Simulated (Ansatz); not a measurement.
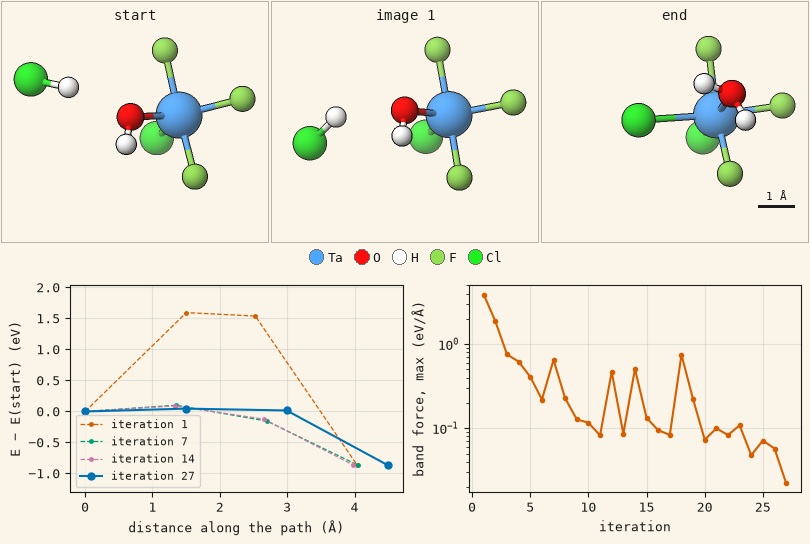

NEB run on TaH$_{2}$OCl$_{2}$F$_{3}$. Images are numbered from 0 (start) to 3 (end). The plot follows the band through its iterations. The picture is a ball-and-stick view, seen from a free direction.

Computed with RKS PBE0/def2-SVP (Ansatz). Run with 2 movable images; no climbing image; force threshold 0.03 eV/Å; iteration limit 60; starting path through a guess of the saddle point.

Judge this run.

Answer. The run is converged, with reservations. The band converged in 27 iterations. The largest component of the band force went from 3.9 to 0.022 eV/Å. No image climbed, so the highest image needn't lie on the saddle point, and the true maximum along this path can be higher. So few images resolve the path coarsely. The first iteration put the highest image at 1.59 eV. The energy climbs by 0.05 eV to image 1 and then falls by 0.91 eV, so the end point sits at −0.86 eV.
